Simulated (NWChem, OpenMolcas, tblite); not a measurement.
**How methods differ on CH4F2OSi (SMILES C[Si](O)(F)F)**

CH4F2OSi has 9 atoms, charge 0, and is taken as a singlet. As SMILES, `C[Si](O)(F)F`. The coordinates come from a PBE0-D4/def2-TZVP relaxation. This is one conformer, not always the lowest.

```jsonl
{"atom": "C", "x (Å)": "-1.1894", "y (Å)": "0.3389", "z (Å)": "-0.1622"}
{"atom": "Si", "x (Å)": "0.5801", "y (Å)": "-0.1307", "z (Å)": "-0.1925"}
{"atom": "O", "x (Å)": "1.0834", "y (Å)": "-0.4799", "z (Å)": "1.3080"}
{"atom": "F", "x (Å)": "0.8274", "y (Å)": "-1.3740", "z (Å)": "-1.1519"}
{"atom": "F", "x (Å)": "1.4719", "y (Å)": "1.0327", "z (Å)": "-0.8079"}
{"atom": "H", "x (Å)": "-1.7955", "y (Å)": "-0.4801", "z (Å)": "0.2296"}
{"atom": "H", "x (Å)": "-1.3421", "y (Å)": "1.2133", "z (Å)": "0.4733"}
{"atom": "H", "x (Å)": "-1.5401", "y (Å)": "0.5775", "z (Å)": "-1.1681"}
{"atom": "H", "x (Å)": "1.9927", "y (Å)": "-0.7439", "z (Å)": "1.4547"}
```

Each level gives the dipole moment (D). The values are calculated.

```csv
level,kind,program,value (D),CPU time
GFN2-xTB,semi-empirical,tblite,1.36,under 2 s
HF/cc-pVDZ,Hartree–Fock,NWChem,1.26,2.4 min
SVWN5/cc-pVDZ,LDA,NWChem,1.16,99 s
BLYP/cc-pVDZ,GGA,OpenMolcas,1.10,59 s
PBE/cc-pVDZ,GGA,NWChem,1.12,1.8 min
M06-L/cc-pVDZ,meta-GGA,OpenMolcas,1.18,72 s
BHLYP/cc-pVDZ,global hybrid,OpenMolcas,1.22,54 s
PBE0/cc-pVDZ,global hybrid,OpenMolcas,1.19,55 s
```

The values span 1.10 to 1.36 D. Magnitudes only. Times are those of the runs behind each value, whatever else they computed, on shared processors of several kinds: orders of magnitude only.

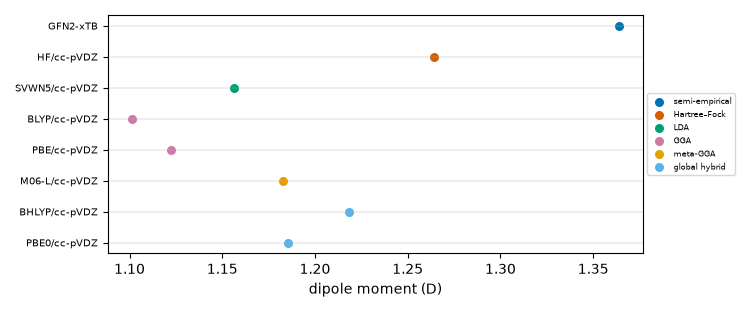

The values of the table, level by level.
